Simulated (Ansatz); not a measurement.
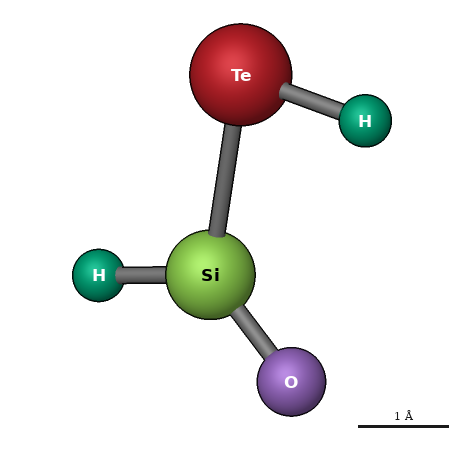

The picture shows a molecular structure as a ball-and-stick model.

The computed structure is the end point of a PBE0-D4/def2-TZVP optimisation. No frequency run is at hand to confirm it as a minimum.

Count the atoms of each element.

H2OSiTe, 5 atoms: 2 hydrogen, 1 oxygen, 1 silicon and 1 tellurium.

How many atoms are distinct by symmetry?

5: 1 O, 1 Si, 1 Te, 1 H, 1 H.

How many bonds of each kind are drawn?

1 O–Si, 1 Te–H, 1 Si–Te, 1 Si–H. Sticks follow a distance rule.

Give the symmetry (Schoenflies symbol).

Cs.

The parts below concern this one geometry. Atoms keep their numbers from picture to picture.

Shape

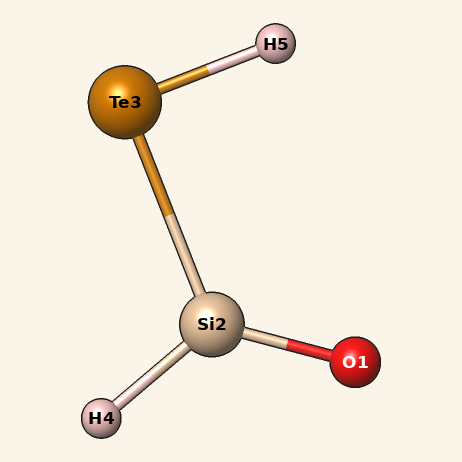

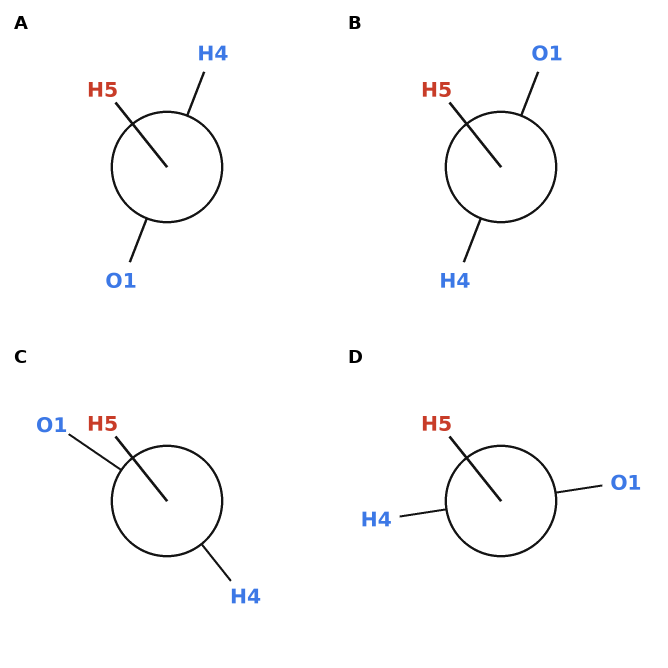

Depth is shown by fading: the farther an atom, the more it takes the colour of the background. Bonds that would overlap in a projection are set slightly apart. No frequency run is at hand to confirm it as a minimum.

Which Newman projection shows the view along Te3–Si2, with Te3 in front?

C. The torsion angle H5–Te3–Si2–O1 is 0°, synperiplanar (eclipsed).

Electronic properties

No frequency run is at hand to confirm it as a minimum. Level of theory: RKS PBE0-D4/def2-TZVPP, core potentials on Te (Ansatz 0.2.0).

Predict the main results.

- HOMO energy (Kohn–Sham orbital): −7.49 eV
- LUMO energy (Kohn–Sham orbital): −1.86 eV
- HOMO–LUMO gap: 5.62 eV

Charges

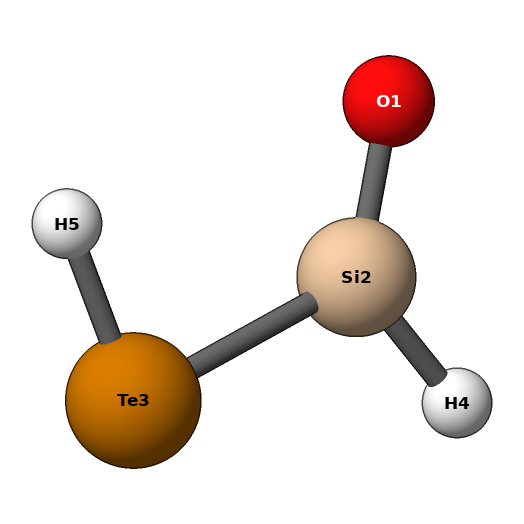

The questions are on Mulliken charges. No frequency run is at hand to confirm it as a minimum. Level of theory: RKS PBE0-D4/def2-TZVP, core potentials on Te (Ansatz 0.2.0).

Give the Mulliken charges atom by atom.

```csv
atom,value (e)
O1,−0.48
Si2,0.46
Te3,−0.09
H4,0.00
H5,0.11
```

Dipole moment

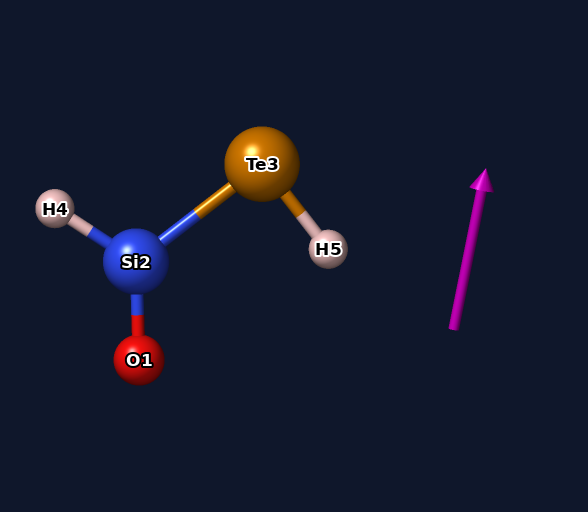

The arrow beside the molecule shows the direction of the dipole moment, from the negative to the positive end (its length means nothing). No frequency run is at hand to confirm it as a minimum. Properties computed with RKS PBE0-D4/def2-TZVP, core potentials on Te (Ansatz 0.2.0).

How large is the dipole moment?

3.84 D; it points from the side of O1 to the side of Te3 (the outermost atoms at the two ends).

Mulliken values depend strongly on the basis set and can even reverse the polarity of a bond.
